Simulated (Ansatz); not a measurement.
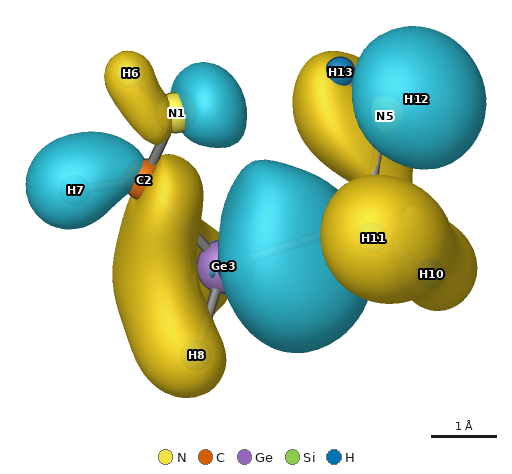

Figure. CH$_{8}$GeN$_{2}$Si. The HOMO at ±0.06 Å⁻³ᐟ² (yellow and cyan are the two phases), seen at a tilt.

Computed with Ansatz, RHF/def2-SVP.

```xyz
13

N     0.8777    1.3392    1.2177
C    -0.3701    1.4891    1.1690
Ge   -1.4368    0.2244    0.0737
Si    0.0951   -1.5339   -0.5628
N     1.5433   -0.9066   -1.2557
H     1.3260    2.0347    1.7987
H    -0.8657    2.3009    1.7158
H    -2.6431   -0.2343    0.9168
H    -2.0037    1.0200   -1.1192
H    -0.5437   -2.4198   -1.5671
H     0.3623   -2.3254    0.6617
H     1.6618   -0.8645   -2.2484
H     2.0173   -0.1586   -0.7854
```

What is the character of this orbital?

Answer. Its weight (Hirshfeld) is mainly on N5 (about 25 %), Ge3 (about 25 %) and Si4 (about 20 %). Its energy is −9.51 eV.
